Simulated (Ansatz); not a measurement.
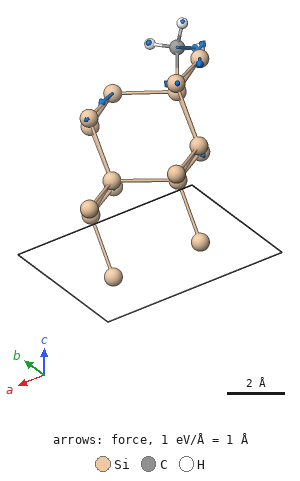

Starting geometry of a slab of composition Si₁₆H₃C (cut from the Fd-3m phase) with the computed forces as blue arrows. Style: ball-and-stick. Shown: the cell of the calculation, outlined in the plane, without the vacuum (origin shifted), from a free direction.

Case: CH3 put at a top Si site. The slab is the (1 1 0) face of Si with CH3 on it. 8 atoms are held fixed.

All numbers below come from Ansatz, DFT PBE+D3(BJ), scalar-relativistic, plane waves, PAW. Settings: plane-wave cutoff 420 eV; k-point mesh 4 × 6 × 1; occupations gaussian; smearing width 0.05 eV; collinear spin; dipole correction; atoms relaxed in a fixed cell; force threshold 0.03 eV/Å; at most 70 steps.

> Is this structure relaxed? If not, where do the atoms go?

It isn't relaxed: the largest force vector, on the C atom, is 1.56 eV/Å. The final displacements have little in common with the starting forces (cosine between the two patterns 0.19). An H atom moves most: 2.17 Å at 73° to the normal (−c side). Largest moves by element: H 2.17 Å, C 1.18 Å, Si 0.56 Å. The lattice vectors keep their values. Some distances before and after: Si–Si 2.303 → 2.411 Å, Si–Si 2.303 → 2.360 Å, Si–Si 2.293 → 2.335 Å, Si–Si 2.323 → 2.357 Å. Bond angles that change, for instance: Si–Si–C 141.8° → 109.1°, Si–Si–Si 109.9° → 86.0°, Si–Si–C 90.0° → 113.2°. Over 16 accepted moves (18 points after the start) the energy falls by 1.194 eV per cell of the calculation. Largest force component: 1.4 eV/Å at the start, 0.012 eV/Å at the end. The line search rejected the trial step at point 13 of the run. 1 step only repeated the SCF at the same geometry. The forces were under the threshold at step 14, but the run went on from there. The run took 24 min on 4 threads of Arm Neoverse V2, on a shared host, peak memory 2.5 GiB.

Limits of the set-up: the periodic images lie only 5.4 Å apart, so the values are limited by the cell's size.
